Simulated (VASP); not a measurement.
# Titanium under strain

How does the pressure of Titanium answer to a change of volume? The bands are shown for each cell. All runs use PBEsol. This is not the structure that Ti takes at ambient conditions. The start is a cell from a database of measured crystal structures.

Program: VASP 6.6.1. Level of theory: PBEsol; plane waves and PAW (Ti_sv). Results are calculated unless marked as measured.

## (1) The starting structure

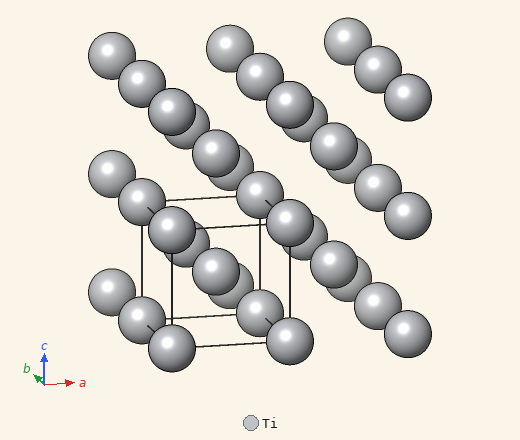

Start, viewed slightly off an axis; titanium light grey. 2×2×2 cells are drawn. This picture shows the conventional cell, with its axes. Some periodic images of atoms are drawn too.

As a file:

```cif
data_structure
_symmetry_space_group_name_H-M 'Im-3m'
_symmetry_Int_Tables_number 229
_cell_length_a 3.2820
_cell_length_b 3.2820
_cell_length_c 3.2820
_cell_angle_alpha 90.000
_cell_angle_beta 90.000
_cell_angle_gamma 90.000
_cell_volume 35.35
loop_
_atom_site_label
_atom_site_type_symbol
_atom_site_symmetry_multiplicity
_atom_site_Wyckoff_symbol
_atom_site_fract_x
_atom_site_fract_y
_atom_site_fract_z
_atom_site_occupancy
Ti1 Ti 2 a 0.00000 0.00000 0.00000 1
```

## (2) Reference run

A single point gives energy, forces and stress at these settings. PBEsol restores the gradient expansion of exchange and is tuned for the cells of solids.

Input file INCAR:

```
SYSTEM = Ti
PREC = Accurate
ENCUT = 400
EDIFF = 1E-06
NELM = 100
ISMEAR = -1
SIGMA = 0.05
LREAL = .FALSE.
ALGO = Normal
GGA = PS
NBANDS = 12
LASPH = .TRUE.
LORBIT = 11
LWAVE = .FALSE.
LCHARG = .FALSE.
KPAR = 2
ISIF = 2
```

Input file POSCAR:

```
Ti
1.0
   -1.6410000000      1.6410000000      1.6410000000
    1.6410000000     -1.6410000000      1.6410000000
    1.6410000000      1.6410000000     -1.6410000000
Ti
1
Direct
    0.0000000000      0.0000000000      0.0000000000
```

Input file KPOINTS:

```
Automatic mesh
0
Gamma
8 8 8
0 0 0
```

Potentials, in the order of the species: Ti_sv (PBE family, release 64).

Launch:

```bash
$ mpirun -np 2 vasp_std
```

Output:

```text
[banner, memory and clock lines left out]
running    2 mpi-ranks, on    1 nodes
 distrk:  each k-point on    1 cores,    2 groups
 distr:  one band on    1 cores,    1 groups

 POSCAR found type information on POSCAR Ti
 POSCAR found :  1 types and       1 ions
|                                                                             |
|               ----> ADVICE to this user running VASP <----                  |
|                                                                             |
|     You enforced a specific xc type in the INCAR file but a different       |
|     [... a line on the potential file left out ...]
|     I HOPE YOU KNOW WHAT YOU ARE DOING!                                     |
|                                                                             |

 LDA part: xc-table for (Slater+PW92), standard interpolation
 POSCAR, INCAR and KPOINTS ok, starting setup
 FFT: planning ... GRIDC
 FFT: planning ... GRID_SOFT
 FFT: planning ... GRID
 WAVECAR not read
 entering main loop
       N       E                     dE             d eps       ncg     rms          rms(c)
DAV:   1     0.781942468479E+02    0.78194E+02   -0.56687E+03   700   0.102E+03
DAV:   2    -0.606729073618E+01   -0.84262E+02   -0.82076E+02   704   0.273E+02
DAV:   3    -0.935532727879E+01   -0.32880E+01   -0.32552E+01   872   0.583E+01
DAV:   4    -0.943057071855E+01   -0.75243E-01   -0.75137E-01   840   0.799E+00
DAV:   5    -0.943220200654E+01   -0.16313E-02   -0.16313E-02   816   0.104E+00    0.853E+00
DAV:   6    -0.821446254180E+01    0.12177E+01   -0.28916E+00   756   0.237E+01    0.202E+00
DAV:   7    -0.820877012996E+01    0.56924E-02   -0.65778E-02   788   0.256E+00    0.123E+00
DAV:   8    -0.821471241025E+01   -0.59423E-02   -0.31045E-02   764   0.201E+00    0.855E-02
DAV:   9    -0.821497919654E+01   -0.26679E-03   -0.10862E-03   836   0.287E-01    0.523E-02
DAV:  10    -0.821500871536E+01   -0.29519E-04   -0.17010E-04   772   0.111E-01    0.145E-02
DAV:  11    -0.821500298757E+01    0.57278E-05   -0.20339E-05   792   0.600E-02    0.815E-03
DAV:  12    -0.821500313156E+01   -0.14399E-06   -0.16498E-06   720   0.122E-02
   1 F= -.82150031E+01 E0= -.82053508E+01  d E =-.193046E-01
```

Run time: 2.2 s. Hardware: 2 MPI ranks of AMD EPYC 9R45, shared host; peak memory 0.18 GiB; 3.4 s of CPU time.

The logs omit lines about the potential files and the build; timing stands in the text.

From OUTCAR (step 2):

```text
ion  position               nearest neighbor table
   1  0.000  0.000  0.000-

  LATTYP: Found a body centered cubic cell.
 ALAT       =     3.2820000000

 Subroutine GETGRP returns: Found 48 space group operations
 (whereof 48 operations were pure point group operations)

The static configuration has the point symmetry O_h .

 Found     29 irreducible k-points:

   k-points           NKPTS =     29   k-points in BZ     NKDIM =     29   number of bands    NBANDS=     12

   dimension x,y,z NGX =    20 NGY =   20 NGZ =   20
   dimension x,y,z NGXF=    40 NGYF=   40 NGZF=   40

   ENCUT  =  400.0 eV  29.40 Ry    5.42 a.u.   4.64  4.64  4.64*2*pi/ulx,y,z

   NELECT =      12.0000    total number of electrons

 k-points in reciprocal lattice and weights: Automatic mesh
   0.00000000  0.00000000  0.00000000       0.002
   0.12500000  0.00000000  0.00000000       0.023
   0.25000000  0.00000000  0.00000000       0.023
   0.37500000  0.00000000  0.00000000       0.023
   0.50000000  0.00000000  0.00000000       0.012
   0.12500000  0.12500000  0.00000000       0.047
   0.25000000  0.12500000 -0.00000000       0.094
   0.37500000  0.12500000  0.00000000       0.094
   0.25000000  0.25000000  0.00000000       0.047
[...]
0.50000000  0.50000000  0.37500000       0.023
   0.50000000  0.50000000  0.50000000       0.002

 average (electrostatic) potential at core
       1 -72.4372

 E-fermi :   7.7835

 k-point     1 :       0.0000    0.0000    0.0000
  band No.  band energies     occupation
      1     -48.5349      2.00000
      2     -24.5139      2.00000
      3     -24.5139      2.00000
      4     -24.5139      2.00000
      5       1.8910      2.00000
      6       8.7545      0.00000
      7       8.7545      0.00000
      8       8.7545      0.00000
      9      10.4896      0.00000
     10      10.4896      0.00000
    ...

 k-point     2 :       0.1250    0.0000    0.0000
  band No.  band energies     occupation
      1     -48.5170      2.00000
      2     -24.6117      2.00000
      3     -24.5442      2.00000
      4     -24.5144      2.00000
      5       2.4045      2.00000
      6       8.5286      0.00000
      7       8.6620      0.00000
      8       9.1294      0.00000
      9      10.2715      0.00000
     10      10.5062      0.00000
    ...

 k-point     3 :       0.2500    0.0000    0.0000
  band No.  band energies     occupation
      1     -48.4732      2.00000
      2     -24.8429      2.00000
      3     -24.6168      2.00000
      4     -24.5158      2.00000
      5       3.7421      2.00000
      6       8.0264      0.01542
      7       8.2352      0.00024
      8      10.1385      0.00000
      9      10.2037      0.00000
     10      10.5876      0.00000
    ...

  Total       -0.8442142     -0.8442142     -0.8442142     -0.0000000     -0.0000000      0.0000000
  in kB      -76.5204459    -76.5204459    -76.5204459     -0.0000000     -0.0000000      0.0000000
  external PRESSURE =     -76.5204459 kB  Pullay stress =       0.0000000 kB

  energy-cutoff  :      400.00
  volume of cell :       17.68
      direct lattice vectors                 reciprocal lattice vectors
    -1.641000000  1.641000000  1.641000000     0.000000000  0.304692261  0.304692261
     1.641000000 -1.641000000  1.641000000     0.304692261  0.000000000  0.304692261
     1.641000000  1.641000000 -1.641000000     0.304692261  0.304692261  0.000000000

 POSITION                                       TOTAL-FORCE (eV/Angst)
 -----------------------------------------------------------------------------------
      0.00000      0.00000      0.00000        -0.000000     -0.000000     -0.000000
 -----------------------------------------------------------------------------------
    total drift:                               -0.000000     -0.000000      0.000000

  FREE ENERGIE OF THE ION-ELECTRON SYSTEM (eV)
  ---------------------------------------------------
  free  energy   TOTEN  =        -8.2150031316 eV

  energy  without entropy=       -8.1956984862  energy(sigma->0) =       -8.20535081

 total charge
# of ion       s       p       d       tot
------------------------------------------
    1        2.239   6.107   1.902  10.248

[... 3 further parts left out ...]
```

The k-mesh is coarse for a metal. The PAW data sets were made with PBE, which is usual practice but a small mismatch for other functionals. At this level the cell is under a tension of 7.7 GPa, so at these settings it is away from equilibrium.

This step gave:

```
SCF cycles              : 12
electrons               : 12
bands                   : 12
irreducible k-points    : 29
symmetry operations     : 48
free energy (TOTEN)     : -8.215 eV
energy at zero smearing : -8.205 eV
Fermi energy            : 7.784 eV
pressure                : -7.652 GPa
metallic                : yes
```

The pressure is -7.65 GPa and the largest force 0.000 eV/Å, so the cell is not at a minimum at these settings.

## (3) Bands, cell as listed

Levels along the symmetry lines show where the bands peak and cross; KPOINTS_OPT computes them in the converged potential.

INCAR: that of step 2 with these lines changed.

```diff
@@ -10,3 +10,3 @@
 GGA = PS
-NBANDS = 12
+NBANDS = 17
 LASPH = .TRUE.
@@ -16,2 +16 @@
 KPAR = 2
-ISIF = 2
```

POSCAR is that of step 2.

KPOINTS is that of step 2.

Input file KPOINTS_OPT:

```
Line mode
16
Line-mode
Reciprocal
  0.00000000   0.00000000   0.00000000 GAMMA
  0.50000000  -0.50000000   0.50000000 H

  0.50000000  -0.50000000   0.50000000 H
  0.00000000   0.00000000   0.50000000 N

  0.00000000   0.00000000   0.50000000 N
  0.00000000   0.00000000   0.00000000 GAMMA

  0.00000000   0.00000000   0.00000000 GAMMA
  0.25000000   0.25000000   0.25000000 P

  0.25000000   0.25000000   0.25000000 P
  0.50000000  -0.50000000   0.50000000 H

  0.25000000   0.25000000   0.25000000 P
  0.00000000   0.00000000   0.50000000 N
```

Launch:

```bash
$ mpirun -np 2 vasp_std
```

Output:

```text
[banner, memory and clock lines left out]
running    2 mpi-ranks, on    1 nodes
 distrk:  each k-point on    1 cores,    2 groups
 distr:  one band on    1 cores,    1 groups

 POSCAR found type information on POSCAR Ti
 POSCAR found :  1 types and       1 ions
 [... a notice as in an earlier step ...]

 LDA part: xc-table for (Slater+PW92), standard interpolation
 POSCAR, INCAR and KPOINTS ok, starting setup
 FFT: planning ... GRIDC
 FFT: planning ... GRID_SOFT
 FFT: planning ... GRID
 WAVECAR not read
 entering main loop
       N       E                     dE             d eps       ncg     rms          rms(c)
DAV:   1     0.787262199057E+02    0.78726E+02   -0.48791E+03  1010   0.719E+02
DAV:   2    -0.601597771062E+01   -0.84742E+02   -0.81167E+02  1079   0.211E+02
DAV:   3    -0.938023194649E+01   -0.33643E+01   -0.33417E+01  1078   0.447E+01
DAV:   4    -0.943143712369E+01   -0.51205E-01   -0.51178E-01  1181   0.521E+00
DAV:   5    -0.943223152263E+01   -0.79440E-03   -0.79435E-03  1092   0.545E-01    0.853E+00
DAV:   6    -0.821205666419E+01    0.12202E+01   -0.14703E+00  1023   0.167E+01    0.192E+00
DAV:   7    -0.820874276442E+01    0.33139E-02   -0.86033E-02  1222   0.193E+00    0.130E+00
DAV:   8    -0.821606986221E+01   -0.73271E-02   -0.47665E-02  1005   0.208E+00    0.289E-01
DAV:   9    -0.821485600232E+01    0.12139E-02   -0.31625E-03  1133   0.611E-01    0.905E-02
DAV:  10    -0.821500357313E+01   -0.14757E-03   -0.21930E-04  1047   0.940E-02    0.147E-02
DAV:  11    -0.821500320276E+01    0.37037E-06   -0.10086E-05  1195   0.181E-02    0.703E-03
DAV:  12    -0.821500344668E+01   -0.24392E-06   -0.12395E-06  1279   0.792E-03
   1 F= -.82150034E+01 E0= -.82053512E+01  d E =-.193046E-01
 Start KPOINTS_OPT (optional k-point list driver)
k-point batch [1-29\96]
       N       E                     dE             ncg
DAV:   1    -0.384871312958E+04   -0.16445E+05     1011
DAV:   2    -0.631742697059E+04   -0.24687E+04     1087
DAV:   3    -0.641370799069E+04   -0.96281E+02     1098
DAV:   4    -0.641489971887E+04   -0.11917E+01     1119
DAV:   5    -0.641491685866E+04   -0.17140E-01     1125
DAV:   6    -0.641491729452E+04   -0.43586E-03     1176
DAV:   7    -0.641491730873E+04   -0.14213E-04     1002
DAV:   8    -0.641491730930E+04   -0.56891E-06      832
[...]
k-point batch [88-96\96]
       N       E                     dE             ncg
DAV:   1     0.984278658796E+04   -0.57084E+04      314
DAV:   2     0.907886384807E+04   -0.76392E+03      322
DAV:   3     0.905314651479E+04   -0.25717E+02      366
DAV:   4     0.905288541840E+04   -0.26110E+00      336
DAV:   5     0.905288290469E+04   -0.25137E-02      317
DAV:   6     0.905288286796E+04   -0.36734E-04      376
DAV:   7     0.905288286732E+04   -0.63627E-06      285
```

Wall time 5.6 s (2 MPI ranks); peak memory 0.2 GiB.

OUTCAR, selected parts (step 3):

```text
The static configuration has the point symmetry O_h .

 Found     29 irreducible k-points:

   k-points           NKPTS =     29   k-points in BZ     NKDIM =     29   number of bands    NBANDS=     17

   NELECT =      12.0000    total number of electrons

 E-fermi :   7.7836

 k-point     1 :       0.0000    0.0000    0.0000
  band No.  band energies     occupation
      1     -48.5348      2.00000
      2     -24.5138      2.00000
      3     -24.5138      2.00000
      4     -24.5138      2.00000
      5       1.8911      2.00000
      6       8.7545      0.00000
      7       8.7545      0.00000
      8       8.7545      0.00000
      9      10.4897      0.00000
     10      10.4897      0.00000
    ...

 k-point     2 :       0.1250    0.0000    0.0000
  band No.  band energies     occupation
      1     -48.5169      2.00000
      2     -24.6116      2.00000
      3     -24.5441      2.00000
      4     -24.5143      2.00000
      5       2.4046      2.00000
      6       8.5286      0.00000
      7       8.6620      0.00000
      8       9.1295      0.00000
      9      10.2716      0.00000
     10      10.5062      0.00000
    ...

  Total       -0.8451183     -0.8451183     -0.8451183     -0.0000000      0.0000000     -0.0000000
  in kB      -76.6023990    -76.6023990    -76.6023990     -0.0000000      0.0000000     -0.0000000
  external PRESSURE =     -76.6023990 kB  Pullay stress =       0.0000000 kB

 POSITION                                       TOTAL-FORCE (eV/Angst)
 -----------------------------------------------------------------------------------
      0.00000      0.00000      0.00000         0.000000      0.000000      0.000000
 -----------------------------------------------------------------------------------
    total drift:                               -0.000000     -0.000000      0.000000

  FREE ENERGIE OF THE ION-ELECTRON SYSTEM (eV)
  ---------------------------------------------------
  free  energy   TOTEN  =        -8.2150034467 eV

  energy  without entropy=       -8.1956988657  energy(sigma->0) =       -8.20535116

[... 8 parts as in an earlier step ...]

[... 5 further parts left out ...]
```

Numbers from this step:

```
bands    : 17
pressure : -7.660 GPa
```

The electronic bands at the labelled points (eV, zero at the Fermi level; # counts the bands kept, so #1 is VASP's band 5):

| point | #1 | #2 | #3 | #4 | #5 | #6 |
| --- | --- | --- | --- | --- | --- | --- |
| Γ | -5.89 | 0.97 | 0.97 | 0.97 | 2.71 | 2.71 |
| H | -2.04 | -2.04 | 3.86 | 3.86 | 3.86 | 8.21 |
| N | -2.41 | -0.38 | 1.09 | 2.69 | 3.03 | 4.20 |
| Γ | -5.89 | 0.97 | 0.97 | 0.97 | 2.71 | 2.71 |
| P | -0.60 | -0.60 | -0.60 | 3.09 | 3.09 | 8.94 |
| H | -2.04 | -2.04 | 3.86 | 3.86 | 3.86 | 8.21 |
| jump to P | -0.60 | -0.60 | -0.60 | 3.09 | 3.09 | 8.94 |
| N | -2.41 | -0.38 | 1.09 | 2.69 | 3.03 | 4.20 |

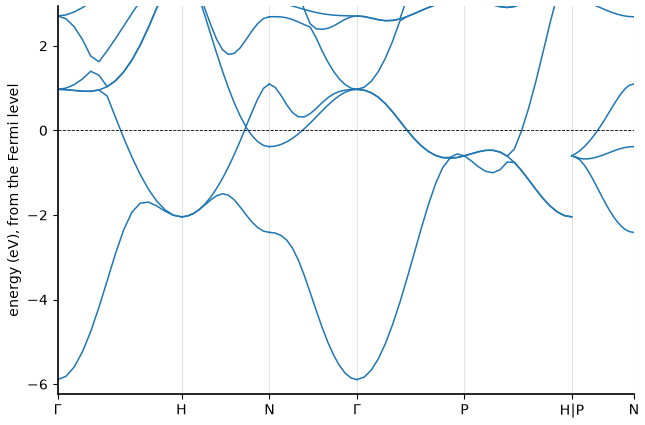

Electronic bands along the path.

There is no gap at this level.

Of the bands kept, 2 cross the Fermi level on this path.

[end of part 1 of 3]

[Lines on the potential files, build, host, timing and source positions are cut from VASP's logs without a mark.]

[Logs are printed without paths, hosts, clocks, repeated set-up lines and the standing remarks that a program may print on its own settings, such as how far it seeks lower states.]

[Hosts, paths, dates, database ids (printed as entryN), source tags and the programs' standing remarks are cut or masked in the printed files.]

[A measured line is paired with the nearest computed mode of its activity, which favours agreement.]
